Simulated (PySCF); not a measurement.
**What a change does: NMR shielding calculation on C4H7BS**

System: C4H7BS.
Method of run A: GIAO HF/pcSseg-1 NMR shielding, non-relativistic, gas phase (PySCF 2.14.0).

The geometry comes from this level: PBE0-D3(BJ)/def2-SVP. Text and figures count atoms from 1; the logs count them from 0 in places.

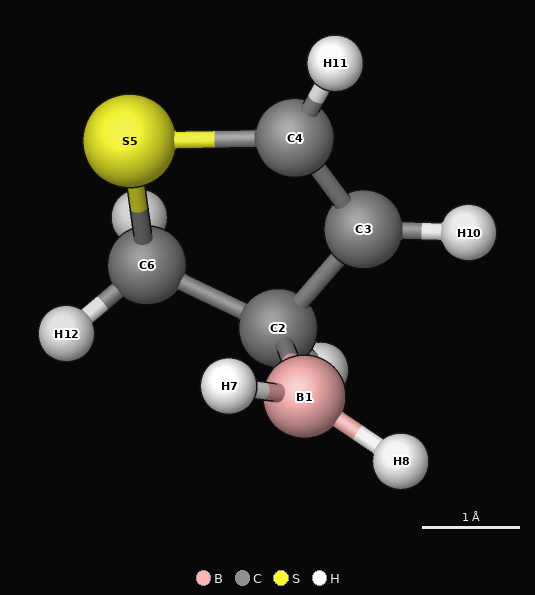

The input geometry (ball-and-stick view, seen at a tilt; atoms are numbered from 1 in the order of the input). Bond lengths as drawn: B–C 1.57 Å, B–H 1.21 Å, C–C 1.36 to 1.52 Å, C–H 1.09 to 1.10 Å and C–S 1.73 to 1.84 Å.

**Input file, run A**
```
{"job": {"kind": "nmr", "xc": "HF", "basis": "pcSseg-1", "pop": false}, "charge": 0, "multiplicity": 1}
B     -1.158443    -0.885636     0.395111
C     -0.574908     0.139818    -0.635452
C      0.605281    -0.791547    -0.466032
C      1.473979    -0.364184     0.486668
S      1.174895     1.219957     1.116623
C     -0.148199     1.513372    -0.131828
H     -1.113235    -0.652382     1.579172
H     -1.664929    -1.906725    -0.009495
H     -0.994058     0.148901    -1.649119
H      0.733993    -1.727489    -1.010115
H      2.336815    -0.924016     0.855516
H     -0.962594     2.061282     0.361962
H      0.276303     2.147851    -0.927047
```

The first line tells a small driver script what to run in PySCF; the rest is the geometry in Å.

Command:
```bash
OMP_NUM_THREADS=1 python <driver script> task.json out
```

Hardware: 1 CPU thread, shared host.

**Output (run A)**
```
final grid: 105392 points
cycle   1  E = -577.5495565065  dE =  1.499e+00  |g| = 4.809e-01  |ddm| = 3.186e+00
cycle   2  E = -577.6264209187  dE = -7.686e-02  |g| = 2.336e-01  |ddm| = 7.007e-01
cycle   3  E = -577.6408782697  dE = -1.446e-02  |g| = 7.083e-02  |ddm| = 2.887e-01
cycle   4  E = -577.6430389947  dE = -2.161e-03  |g| = 1.128e-02  |ddm| = 1.254e-01
cycle   5  E = -577.6431339040  dE = -9.491e-05  |g| = 4.776e-03  |ddm| = 2.688e-02
cycle   6  E = -577.6431557013  dE = -2.180e-05  |g| = 2.177e-03  |ddm| = 1.338e-02
cycle   7  E = -577.6431603397  dE = -4.638e-06  |g| = 7.399e-04  |ddm| = 6.741e-03
cycle   8  E = -577.6431611151  dE = -7.755e-07  |g| = 3.240e-04  |ddm| = 3.289e-03
cycle   9  E = -577.6431611908  dE = -7.566e-08  |g| = 1.153e-04  |ddm| = 8.782e-04
cycle  10  E = -577.6431612080  dE = -1.726e-08  |g| = 5.633e-05  |ddm| = 3.997e-04
cycle  11  E = -577.6431612110  dE = -2.944e-09  |g| = 1.535e-05  |ddm| = 2.016e-04
cycle  12  E = -577.6431612111  dE = -1.596e-10  |g| = 5.227e-06  |ddm| = 3.746e-05
converged SCF energy = -577.6431612111

GIAO shielding tensors (ppm)
atom      isotropic    diamagn.    paramagn.     s11        s22        s33       span
  0 B       86.088     190.302    -104.213     48.005     72.256    138.004     89.999
  1 C      156.267     247.288     -91.021    130.825    151.013    186.962     56.137
  2 C       87.224     258.898    -171.674    -20.686    129.994    152.365    173.051
  3 C       14.677     257.270    -242.593   -123.215     21.446    145.801    269.016
  4 S      495.613    1053.604    -557.990    249.958    413.731    823.152    573.194
  5 C      154.589     244.077     -89.489    119.984    170.468    173.314     53.330
  6 H       28.218      28.952      -0.734     25.866     26.535     32.251      6.385
  7 H       27.993      29.903      -1.910     25.904     26.831     31.245      5.341
  8 H       28.966      30.541      -1.575     23.526     26.877     36.495     12.969
  9 H       27.233      31.813      -4.580     22.996     25.440     33.263     10.267
 10 H       24.175      29.522      -5.347     22.903     23.497     26.125      3.222
 11 H       28.462      28.887      -0.425     24.030     25.781     35.576     11.546
 12 H       28.374      29.012      -0.638     22.262     26.531     36.328     14.066
```

For run B the input was changed thus:
```diff
-"xc": "HF"
+"xc": "BP86"
```

How does run B compare with run A?

The total energies belong to different methods, so their difference says nothing on which is more stable or more accurate. The HOMO goes from −8.51 to −5.44 eV. The LUMO goes from 2.31 to −2.41 eV. The dipole moment goes from 1.50 to 1.77 D. Of all shieldings, the largest change is that of S5, by −133.9 ppm. The method changes from HF to BP86. Exact exchange removes part of the self-interaction error of semilocal functionals, which pushes filled and empty levels apart. The SCF takes 15 iterations against 12.

**Output (run B)**
```
coarse grid: 11400 points
cycle   1  E = -579.5214570392  dE =  5.697e-01  |g| = 4.429e-01  |ddm| = 3.373e+00
cycle   2  E = -579.3375961405  dE =  1.839e-01  |g| = 8.884e-01  |ddm| = 1.446e+00
cycle   3  E = -579.5677212906  dE = -2.301e-01  |g| = 2.223e-01  |ddm| = 1.255e+00
cycle   4  E = -579.5820016998  dE = -1.428e-02  |g| = 6.317e-02  |ddm| = 2.920e-01
cycle   5  E = -579.5829197198  dE = -9.180e-04  |g| = 2.287e-02  |ddm| = 8.519e-02
cycle   6  E = -579.5830448503  dE = -1.251e-04  |g| = 8.885e-03  |ddm| = 3.300e-02
cycle   7  E = -579.5830644041  dE = -1.955e-05  |g| = 2.695e-03  |ddm| = 1.171e-02
cycle   8  E = -579.5830663082  dE = -1.904e-06  |g| = 6.536e-04  |ddm| = 3.530e-03
final grid: 105392 points
cycle   9  E = -579.6340630918  dE = -3.815e-05  |g| = 4.996e-03  |ddm| = 3.346e-02
cycle  10  E = -579.6340433528  dE =  1.974e-05  |g| = 9.681e-03  |ddm| = 1.548e-02
cycle  11  E = -579.6340690167  dE = -2.566e-05  |g| = 1.645e-03  |ddm| = 1.248e-02
cycle  12  E = -579.6340698170  dE = -8.003e-07  |g| = 5.917e-04  |ddm| = 2.894e-03
cycle  13  E = -579.6340698466  dE = -2.959e-08  |g| = 2.386e-04  |ddm| = 7.125e-04
cycle  14  E = -579.6340698620  dE = -1.540e-08  |g| = 6.222e-05  |ddm| = 2.728e-04
cycle  15  E = -579.6340698630  dE = -9.936e-10  |g| = 1.897e-05  |ddm| = 7.855e-05
converged SCF energy = -579.6340698630

GIAO shielding tensors (ppm)
atom      isotropic    diamagn.    paramagn.     s11        s22        s33       span
  0 B       69.125     193.684    -124.559     16.896     60.286    130.192    113.296
  1 C      132.182     249.623    -117.441    101.913    125.878    168.754     66.841
  2 C       84.397     256.415    -172.018      7.200    113.069    132.920    125.721
  3 C        9.958     257.272    -247.314    -96.547      3.615    122.804    219.351
  4 S      361.740    1055.532    -693.792    118.941    264.493    701.786    582.845
  5 C      133.058     248.543    -115.486     92.383    151.103    155.686     63.304
  6 H       27.687      29.310      -1.623     25.195     26.262     31.603      6.409
  7 H       27.186      29.716      -2.530     25.078     26.570     29.911      4.834
  8 H       27.820      30.413      -2.593     23.364     26.602     33.493     10.130
  9 H       27.083      31.517      -4.434     23.220     25.370     32.659      9.439
 10 H       23.932      29.701      -5.769     23.172     23.481     25.144      1.972
 11 H       27.590      28.987      -1.397     23.612     25.687     33.473      9.861
 12 H       27.600      29.151      -1.550     21.945     26.294     34.562     12.617
```

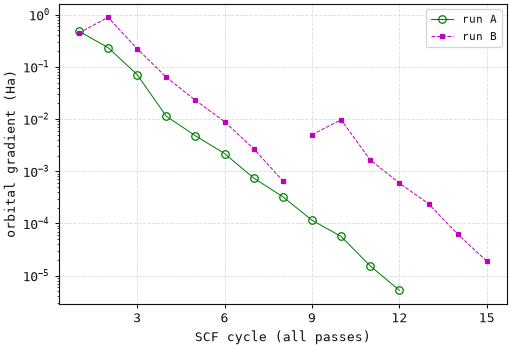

Convergence of the two runs: orbital gradient against the SCF cycle. A break in a curve parts two SCF passes (coarse and final grid). Run A takes 12 cycles in all, and run B takes 15.

**The two runs side by side**

| quantity | run A | run B |
| --- | --- | --- |
| outcome | converged | converged |
| total energy (hartree) | −577.643161 | −579.634070 |
| HOMO (eV) | −8.51 | −5.44 |
| LUMO (eV) | 2.31 | −2.41 |
| dipole moment (D) | 1.50 | 1.77 |
| shielding of B1 (ppm) | 86.1 | 69.1 |
| shielding of C2 (ppm) | 156.3 | 132.2 |
| shielding of C3 (ppm) | 87.2 | 84.4 |
| shielding of C4 (ppm) | 14.7 | 10.0 |
| shielding of S5 (ppm) | 495.6 | 361.7 |
| shielding of C6 (ppm) | 154.6 | 133.1 |
| shielding of H9 (ppm) | 29.0 | 27.8 |
| SCF iterations | 12 | 15 |
| basis functions | 144 | 144 |
| wall time (shared host) | 6.2 s | 18 s |
